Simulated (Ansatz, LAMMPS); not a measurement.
# Relaxing amorphous Hg33S25Se8 (66 atoms)

Wanted: the relaxed structure of amorphous Hg33S25Se8 (66 atoms) and its electronic structure.

Calculated with Ansatz 0.2.0; Kohn-Sham DFT, PBEsol, PAW (set soft_2), plane waves.

### 1. Starting point

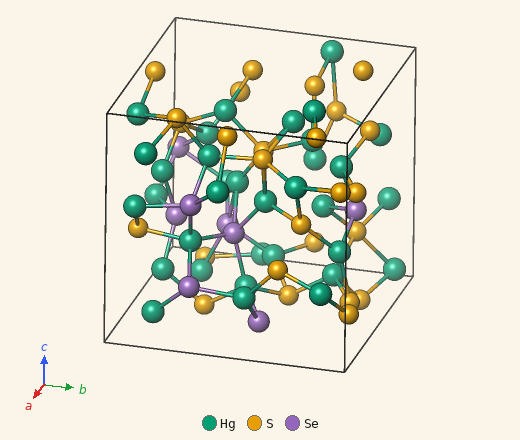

The cell as given, slightly off an axis (mercury teal, sulfur orange, selenium purple). Bonds to atoms that aren't drawn are left out. Some periodic images of atoms are drawn too.

The cell holds 66 atoms: 33 Hg, 25 S and 8 Se. Its edges and angles: a = 12.034 Å, b = 12.034 Å, c = 12.034 Å, α = 90.0°, β = 90.0°, γ = 90.0°. 66 atoms (33 Hg, 25 S, 8 Se) placed at random at 7.67 g/cm³, melted at 2500 K for 10 ps at fixed volume with the Stillinger-Weber II-VI potential (Zhou et al., Phys. Rev. B 88, 085309 (2013)). Quenched from 2500 K to 500 K at 1000 K/ps and fixed volume, held 5 ps, then minimised at fixed cell.

Limits known from the start: The quench rate of 1000 K/ps far exceeds what a furnace or splat quench reaches, so expect more defects and frozen-in strain than in a real sample. The network of bonds at the start is that of the classical potential that made the cell. Sampling is at Γ alone, for a cell whose shortest periodic width is 12 Å. The levels lack spin–orbit coupling, which is large for the heavy elements here.

### 2. Making the structure

A classical potential supplies the starting structure, since it reaches far longer times than DFT.

This step: classical MD, Stillinger-Weber II-VI potential (Zhou et al., Phys. Rev. B 88, 085309 (2013)) (LAMMPS 22 Jul 2025 - Update 4).

in.lmp reads:

```
# melt-quench of Hg33S25Se8
units metal
atom_style atomic
boundary p p p
region box block 0 12.0340 0 12.0340 0 12.0340
create_box 3 box
mass 1 200.5920   # Hg
mass 2 32.0600   # S
mass 3 78.9710   # Se
create_atoms 1 random 33 699039 NULL overlap 2.14 maxtry 2000
create_atoms 2 random 25 699046 NULL overlap 2.14 maxtry 2000
create_atoms 3 random 8 699053 NULL overlap 2.14 maxtry 2000
pair_style sw
pair_coeff * * CdTeZnSeHgS0.sw Hg S Se
neigh_modify delay 0 every 1 check yes
thermo_style custom step time temp pe press density
thermo_modify norm yes
timestep 0.001
thermo 100
min_style cg
minimize 1e-4 1e-4 200 2000
reset_timestep 0
velocity all create 2500 699040 mom yes dist gaussian
fix lim all nve/limit 0.05
fix lan all langevin 2500 2500 0.1 699041 zero yes
thermo 500
run 1000 post no
unfix lim
unfix lan
thermo 1666
fix md all nvt temp 2500 2500 0.1
run 10000 post no
unfix md
thermo 200
fix md all nvt temp 2500 500 0.1
run 2000 post no
unfix md
thermo 2500
fix md all nvt temp 500 500 0.1
run 5000 post no
unfix md
thermo 100
min_style cg
minimize 0 1e-3 2000 20000
write_dump all custom glass.dump id type xs ys zs modify sort id
```

Command:

```bash
lmp -in in.lmp -log none -nocite
```

Numbers of over 12 decimals in the logs are rounded to 6 here.

The program printed:

```text
LAMMPS (22 Jul 2025 - Update 4)
Created orthogonal box = (0 0 0) to (12.034 12.034 12.034)
Created 33 atoms
Created 25 atoms
Created 8 atoms
   Step          Time           Temp          PotEng         Press         Density
         0   0              0              0.54188634     415905.29      7.6730171
        54   0.054          0             -1.5691311     -3929.1341      7.6730171
Loop time of 0.00971889 s on 1 MPI rank(s) for 54 steps with 66 atoms
Minimization stats:
  Stopping criterion = energy tolerance
  Energy initial, next-to-last, final =
     0.541886335498442  -1.56900066676213  -1.56913110925386
[... 34 lines left out ...]
     18000   18             455.73553     -1.6469147      3217.0497      7.6730171
Loop time of 0.510582 s on 1 MPI rank(s) for 5000 steps with 66 atoms
   Step          Time           Temp          PotEng         Press         Density
     18000   18             455.73553     -1.6469147      3217.0504      7.6730171
     18100   18.1           455.73553     -1.7175385     -9999.4045      7.6730171
     18117   18.117         455.73553     -1.7175392     -10028.247      7.6730171
Loop time of 0.0238652 s on 1 MPI rank(s) for 117 steps with 66 atoms
Minimization stats:
  Stopping criterion = force tolerance
  Energy initial, next-to-last, final =
     -1.64691469455302  -1.71753918309686  -1.71753918419522
  Force two-norm initial, final = 8.2687902 0.00098145813
  Iterations, force evaluations = 117 232
```

Elapsed: 2.1 s, on 1 thread of Arm Neoverse V2, shared host; peak memory 0.068 GiB.

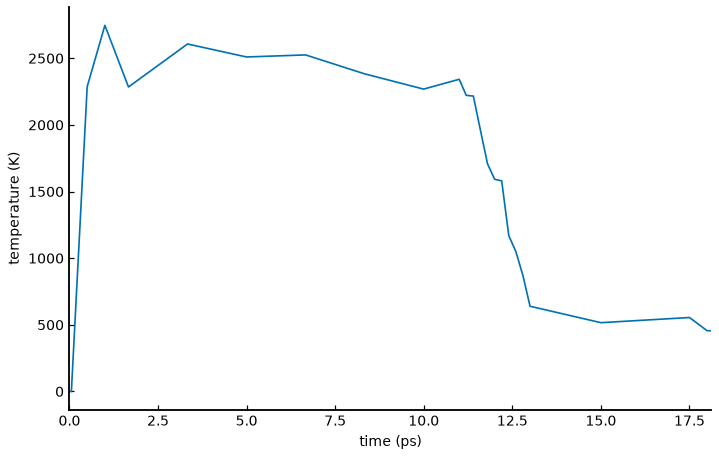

Temperature, plotted against time.

### 3. Single point at the start

A single point comes first, to see the forces before anything moves.

input.yaml reads:

```yaml
crystal:
  lattice:
    - [12.034, 0.0, 0.0]
    - [0.0, 12.034, 0.0]
    - [0.0, 0.0, 12.034]
  atoms:
    - { symbol: Hg, position: [0.70128, 0.34283, 0.73506] }
    - { symbol: Hg, position: [0.22436, 0.20238, 0.61607] }
    - { symbol: Hg, position: [0.08938, 0.61161, 0.50047] }
    - { symbol: Hg, position: [0.27212, 0.49503, 0.13876] }
    - { symbol: Hg, position: [0.71558, 0.78086, 0.9923] }
    - { symbol: Hg, position: [0.42424, 0.78849, 0.15742] }
    - { symbol: Hg, position: [0.90996, 0.55346, 0.22903] }
    - { symbol: Hg, position: [0.55016, 0.10819, 0.57568] }
    - { symbol: Hg, position: [0.28485, 0.00846, 0.34532] }
    - { symbol: Hg, position: [0.43959, 0.33492, 0.82186] }
    - { symbol: Hg, position: [0.31099, 0.71028, 0.40064] }
    - { symbol: Hg, position: [0.87884, 0.16777, 0.10575] }
    - { symbol: Hg, position: [0.0407, 0.3851, 0.03506] }
    - { symbol: Hg, position: [0.10682, 0.25463, 0.36278] }
    - { symbol: Hg, position: [0.29806, 0.6588, 0.676] }
    - { symbol: Hg, position: [0.52341, 0.64156, 0.84892] }
    - { symbol: Hg, position: [0.60455, 0.12983, 0.17248] }
    - { symbol: Hg, position: [0.5035, 0.83766, 0.66854] }
    - { symbol: Hg, position: [0.97521, 0.45684, 0.70647] }
    - { symbol: Hg, position: [0.6635, 0.03472, 0.8612] }
    - { symbol: Hg, position: [0.0032, 0.89737, 0.32894] }
    - { symbol: Hg, position: [0.61454, 0.55503, 0.52782] }
    - { symbol: Hg, position: [0.74659, 0.28241, 0.37531] }
    - { symbol: Hg, position: [0.6302, 0.86936, 0.3543] }
    - { symbol: Hg, position: [0.57881, 0.46854, 0.1303] }
    - { symbol: Hg, position: [0.82517, 0.73934, 0.69995] }
    - { symbol: Hg, position: [0.38307, 0.37227, 0.49093] }
    - { symbol: Hg, position: [0.00936, 0.65507, 0.94144] }
    - { symbol: Hg, position: [0.31124, 0.20774, 0.0544] }
    - { symbol: Hg, position: [0.97022, 0.15494, 0.83202] }
    - { symbol: Hg, position: [0.88532, 0.08864, 0.5581] }
    - { symbol: Hg, position: [0.12234, 0.8906, 0.65719] }
    - { symbol: Hg, position: [0.09617, 0.94937, 0.06586] }
    - { symbol: S, position: [0.22869, 0.64585, 0.88235] }
    - { symbol: S, position: [0.73328, 0.06115, 0.39651] }
    - { symbol: S, position: [0.4411, 0.49576, 0.66681] }
    - { symbol: S, position: [0.31486, 0.90211, 0.75585] }
    - { symbol: S, position: [0.73142, 0.73662, 0.49851] }
    - { symbol: S, position: [0.43618, 0.60607, 0.04917] }
    - { symbol: S, position: [0.77208, 0.22543, 0.91336] }
    - { symbol: S, position: [0.2597, 0.39599, 0.93138] }
    - { symbol: S, position: [0.28556, 0.86209, 0.00055] }
    - { symbol: S, position: [0.5514, 0.28854, 0.01566] }
    - { symbol: S, position: [0.92225, 0.84884, 0.97185] }
    - { symbol: S, position: [0.4576, 0.04677, 0.96266] }
    - { symbol: S, position: [0.10909, 0.30252, 0.76172] }
    - { symbol: S, position: [0.85467, 0.974, 0.18946] }
    - { symbol: S, position: [0.87518, 0.46549, 0.90866] }
    - { symbol: S, position: [0.69989, 0.56558, 0.74769] }
    - { symbol: S, position: [0.69768, 0.95466, 0.65211] }
    - { symbol: S, position: [0.39937, 0.13871, 0.72514] }
    - { symbol: S, position: [0.93858, 0.95698, 0.75375] }
    - { symbol: S, position: [0.09241, 0.16096, 0.0151] }
    - { symbol: S, position: [0.03693, 0.68345, 0.69687] }
    - { symbol: S, position: [0.09385, 0.61542, 0.13937] }
    - { symbol: S, position: [0.9394, 0.70057, 0.38185] }
    - { symbol: S, position: [0.18846, 0.81488, 0.25208] }
    - { symbol: S, position: [0.60677, 0.90791, 0.13051] }
    - { symbol: Se, position: [0.48141, 0.14914, 0.3598] }
    - { symbol: Se, position: [0.84801, 0.30971, 0.57625] }
    - { symbol: Se, position: [0.56547, 0.41131, 0.34955] }
    - { symbol: Se, position: [0.29778, 0.31063, 0.26418] }
    - { symbol: Se, position: [0.92854, 0.32956, 0.25531] }
    - { symbol: Se, position: [0.76187, 0.57475, 0.06651] }
    - { symbol: Se, position: [0.10128, 0.0475, 0.48426] }
    - { symbol: Se, position: [0.44034, 0.88158, 0.4592] }
kpoints:
  mp_grid: { grid: [1, 1, 1] }
hamiltonian:
  xc: pbesol
scf:
  occupations: { method: gaussian, width: 0.025 }
output:
  forces: true
  stress: true
  populations: true
  dos:
    method: { smearing: { sigma: 0.08 } }
    de: 0.1
    projected: { site_lists: { Hg: [Hg], S: [S], Se: [Se] } }
  eigenvalues: true
```

Command:

```bash
ansatz run input.yaml --threads 4 --pin off --max-ram 8192MiB --backend cpu --events-out ev --progress --plain --runs-dir out
```

The program printed:

```text
Engine: ansatz 0.2.0, aarch64-unknown-linux-gnu
Pseudopotentials: kind: paw
Pseudopotential: Hg, paw, valence charge 20, recommended cutoff 420 eV (normal), Hg.paw.azcp
Pseudopotential: S, paw, valence charge 6, recommended cutoff 420 eV (normal), S.paw.azcp
Pseudopotential: Se, paw, valence charge 16, recommended cutoff 420 eV (normal), Se.paw.azcp
[... 3 lines on functional and potentials left out ...]
Crystal: 66 atoms, lattice volume = 1742.730 Å³
Basis set: ecut = 420 eV, 34049 PW (Γ), exchange–correlation on 162×162×162 points (8 copies of the dense FFT grid, shifted against one another)
Bands: 563, of which v1, the nominal top of the filled ones, is band 469 counted from 1 (468 counted from 0)
Symmetry: 1 space group operations
Space group: P1 (ITA 1), of the structure as read, at distance tolerance 1.2e-4 Å
k-points: 1
[... 10 lines on functional and potentials left out ...]
Initial density: superposition of atomic densities (neutral atoms: chi_scale 0, normalization atom), corrected by the library's trained network
Initial wavefunctions: pseudopotential atomic-orbital guess
Functional: x = pbesol(κ = 0.804, μ = 0.123457), c = pbesol(β = 0.046)
SCF iter   1: F=—  HF=-516546.131908 eV  |F-HF|=—  |Δ(HF+E_count)|=         —  Δρ=6.46e-3  dr2=2.43e0  ethr=1.77e-3  ⟨swp⟩=6.0  Hψ=1986  notcnv=0  defer=15
preconditioner: auto → LDOS  [insulator: Δε(μ)=0.033 eV  Ē_g=9.624 eV  σ=0.025 eV  W_gap=0.65  n_scr=460 (ndim 8)  ℏωp=21.7 eV  f_vac=0.097  D(μ)=71.38/eV (n_scr^D=618)  ε∞_Penn≈6.1  β→1.0]
SCF iter   2: F=—  HF=-516545.957157 eV  |F-HF|=—  |Δ(HF+E_count)|=   1.75e-1  Δρ=3.94e-3  dr2=4.27e-1  ethr=2.59e-4  ⟨swp⟩=2.0  Hψ=926  notcnv=0  defer=82
SCF iter   3: F=—  HF=-516545.901472 eV  |F-HF|=—  |Δ(HF+E_count)|=   5.57e-2  Δρ=1.49e-3  dr2=9.57e-2  ethr=4.55e-5  ⟨swp⟩=2.0  Hψ=790  notcnv=0  defer=82
SCF iter   4: F=—  HF=-516545.891212 eV  |F-HF|=—  |Δ(HF+E_count)|=   1.03e-2  Δρ=6.74e-4  dr2=2.41e-2  ethr=1.02e-5  ⟨swp⟩=3.0  Hψ=912  notcnv=0  defer=82
SCF iter   5: F=—  HF=-516545.888823 eV  |F-HF|=—  |Δ(HF+E_count)|=   2.39e-3  Δρ=3.51e-4  dr2=6.27e-3  ethr=2.57e-6  ⟨swp⟩=2.0  Hψ=570  notcnv=0  defer=82
SCF iter   6: F=—  HF=-516545.888251 eV  |F-HF|=—  |Δ(HF+E_count)|=   5.72e-4  Δρ=2.01e-4  dr2=2.01e-3  ethr=6.69e-7  ⟨swp⟩=2.0  Hψ=555  notcnv=0  defer=82
SCF iter   7: F=—  HF=-516545.888037 eV  |F-HF|=—  |Δ(HF+E_count)|=   2.14e-4  Δρ=1.10e-4  dr2=6.11e-4  ethr=2.14e-7  ⟨swp⟩=2.0  Hψ=572  notcnv=0  defer=82
SCF iter   8: F=—  HF=-516545.887898 eV  |F-HF|=—  |Δ(HF+E_count)|=   1.39e-4  Δρ=6.75e-5  dr2=2.31e-4  ethr=6.52e-8  ⟨swp⟩=2.0  Hψ=572  notcnv=0  defer=82
SCF iter   9: F=—  HF=-516545.887790 eV  |F-HF|=—  |Δ(HF+E_count)|=   1.08e-4  Δρ=3.49e-5  dr2=6.09e-5  ethr=2.46e-8  ⟨swp⟩=2.0  Hψ=572  notcnv=0  defer=82
SCF iter  10: F=—  HF=-516545.893839 eV  |F-HF|=—  |Δ(HF+E_count)|=   6.05e-3  Δρ=2.00e-5  dr2=2.04e-5  ethr=6.50e-9  ⟨swp⟩=2.0  Hψ=564  notcnv=0  defer=82
SCF iter  11: F=—  HF=-516545.893838 eV  |F-HF|=—  |Δ(HF+E_count)|=   1.90e-6  Δρ=1.27e-5  dr2=7.85e-6  ethr=2.18e-9  ⟨swp⟩=2.0  Hψ=728  notcnv=0  defer=82
SCF iter  12: F=—  HF=-516545.893837 eV  |F-HF|=—  |Δ(HF+E_count)|=   7.87e-7  Δρ=7.89e-6  dr2=2.90e-6  ethr=8.37e-10  ⟨swp⟩=2.0  Hψ=572  notcnv=0  defer=82
SCF iter  13: F=—  HF=-516545.893836 eV  |F-HF|=—  |Δ(HF+E_count)|=   2.83e-7  Δρ=4.94e-6  dr2=1.09e-6  ethr=3.09e-10  ⟨swp⟩=2.0  Hψ=572  notcnv=0  defer=82
SCF iter  14: F=—  HF=-516545.893836 eV  |F-HF|=—  |Δ(HF+E_count)|=   1.03e-7  Δρ=2.88e-6  dr2=3.47e-7  ethr=1.16e-10  ⟨swp⟩=2.0  Hψ=568  notcnv=0  defer=82
SCF iter  15: F=—  HF=-516545.893836 eV  |F-HF|=—  |Δ(HF+E_count)|=   3.59e-8  Δρ=1.71e-6  dr2=1.28e-7  ethr=3.70e-11  ⟨swp⟩=2.0  Hψ=744  notcnv=0  defer=82
SCF iter  16: F=-516545.893836 eV  HF=-516545.893836 eV  |F-HF|=4.56e-8  |Δ(HF+E_count)|=   1.17e-8  Δρ=1.04e-6  dr2=5.30e-8  ethr=1.07e-11  ⟨swp⟩=10.0  Hψ=2333  notcnv=0
SCF 1 converged in 16 iterations: F = -516545.893836 eV  dr2 = 5.30e-8
  greatest PAW one-centre occupation: 1.000 electrons in one spin orbital (limit 2), on the Hg atom at site 24 (counted from 0), in its partial waves of l = 0
SCF converged after 16 iterations
Free energy (F): -516545.893836 eV
Harris-Foulkes:  -516545.893836 eV  (|F-HF|=4.56e-8)
Internal energy: -516545.866410 eV  (E = F + TS)
E sigma→0 (E₀):  -516545.880123 eV
Entropy (-TS):   -0.027426 eV (-0.416 meV/atom)
Fermi energy:    8.270263 eV
--- Per-component energies (eV) ---
  E_band       = -19646.053449
  E_kinetic    = 23412.542101
  E_local      = -138453.839418  (includes V_loc(G=0)·N_el)
  E_nonlocal   = -1464.875699
  E_hartree    = 60690.968269
  E_xc         = -10377.573550
  E_vxc        = -11502.195325  (∫ρ·V_xc dr)
  E_paw        = -352969.159755  (= ΣΔE_a)
  E_vpaw       = -13019.651009  (= ΣTr[D̂ρ^β])
  E_aug_tail   = 0.024782  (compensation charges beyond the density's cutoff)
  E_ewald      = -97404.414969
  E_core_change = 20.461829  (= ΣΔE_core)
  E_smearing   = -0.027426  (= −TS)
  E_closure    = -0.000000  (closes the sum)
  Σ components = -516545.893836   (vs F -516545.893836, Δ=0.00e0)
--- Forces (eV/Å), atoms counted from 1 ---
  atom   1  Hg    -0.06110389    -0.01855333     0.45848531
  atom   2  Hg     0.20773526     0.34721723     0.06230374
  atom   3  Hg     0.56143042     0.63845459    -0.10530389
  atom   4  Hg    -0.30238054    -0.20778091    -0.22398851
  atom   5  Hg     0.16636503     0.23266934     0.46872446
  atom   6  Hg    -0.14737438     0.46293547    -0.63346351
  atom   7  Hg     0.12646159     0.44324861     0.05731461
  atom   8  Hg    -0.09782759    -0.41930614    -0.13761436
  atom   9  Hg     0.33110624    -0.23652137    -0.24320499
  atom  10  Hg     0.07019470    -0.20366483     0.08423398
  atom  11  Hg    -0.63012596    -0.27278528     0.65350058
  atom  12  Hg    -0.15470256    -0.49598909    -0.13498412
  atom  13  Hg    -0.04661363     0.20069778    -0.47624371
  atom  14  Hg     0.19805639    -0.08397478    -0.05845707
[...]
atom  65  Se    -0.02507731     0.22935496    -0.11992105
  atom  66  Se     0.04540486    -0.25186339     0.25568705
  max |Σ_I F_I| component: 1.21e-5 eV/Å
--- Stress (GPa, compression-positive) ---
       -2.745885      -0.136549       0.169593
       -0.136549      -3.638356      -0.034528
        0.169593      -0.034528      -3.390518
  P = ⅓ Tr σ = -3.2583 GPa (-32.583 kbar)
--- Band table (eV) ---
  k-point 0: bands = ["-106.6984", "-106.5471", "-106.4993", "-106.4877", [... 547 levels ...], "14.3818", "14.4312", "14.4683", "14.4954", "14.5647", "14.5908", "14.6705", "14.7183", "14.7880", "14.8266", "14.8512", "14.9266"]
--- Löwdin populations: 66 sites ---
  site symbol       q [e]
     0     Hg     19.1303
     1     Hg     19.1708
     2     Hg     19.2849
[...]
65     Se     16.7883
  spilling = 0.007606 (of n_electrons = 938.000000)
```

Wall time 48 s (4 threads of Arm Neoverse V2, shared host); peak memory 2.7 GiB; 3 min of CPU time.

Reading the cycles: dr2 is the Hartree energy of the density residual (eV), the measure of convergence; HF is the Harris–Foulkes estimate of the energy, which meets the free energy F at convergence.

Read from the output:

```yaml
free_energy: -516545.8938 eV
free_energy_per_atom: -7826.4529 eV/atom
scf_cycles: 16
pressure: -3.258 GPa
r_m_s_force_component: 0.378 eV/Å
longest_force: 1.674 eV/Å
fermi_energy: 8.27 eV
levels_partly_filled_by_over_2_per_cent: 2
spilling_of_the_projection: 0.007606
```

The r.m.s. force component of 0.38 eV/Å and the pressure of -3.3 GPa set the starting point.

Length of the force by element:

```csv
element,coordination,atoms,mean length of the force (eV/Å),spread,least,most
Hg,all,33,0.496,0.173,0.193,0.948
S,all,25,0.738,0.372,0.192,1.67
Se,all,8,0.409,0.309,0.121,0.948
```

(Part 1 of 3 ends here.)

[Logs are printed without paths, hosts, clocks, repeated set-up lines and the standing remarks that a program may print on its own settings, such as how far it seeks lower states.]

[Hosts, paths, dates, database ids (printed as entryN), source tags and the programs' standing remarks are cut or masked in the printed files.]
